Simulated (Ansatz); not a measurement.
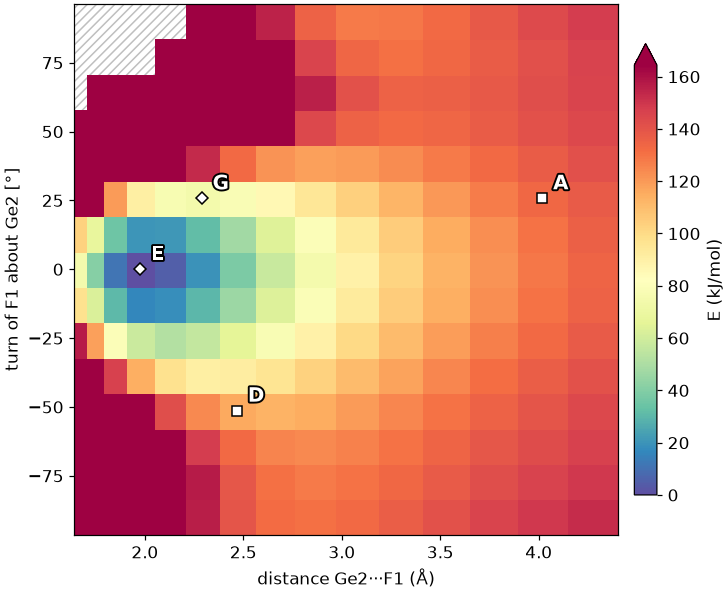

FGeH₄, charge −1. The turn is about an axis along (−0.94, 0.14, −0.31) in the frame of the relaxed pair, normal to the line between the partners. First axis: distance Ge2···F1. Second axis: turn of F1 about Ge2. Grid: 15 × 15 points. At 10 points there is no value (left out of the scan, as a rule where atoms come close). All energies are given in kJ/mol relative to the lowest grid point. Energies and slopes of some neighbouring points disagree (a jump in structure or state, or too coarse a mesh). Level of theory: RHF/def2-SVPD in Ansatz.

Drawn: one coloured cell a grid point, one colour for all values above the top of the scale, hatched blanks where no value was computed, lettered points.

Q: Rank the lettered points by energy, lowest first.

A: E (0 kJ/mol), G (74 kJ/mol), D (116 kJ/mol), A (133 kJ/mol).
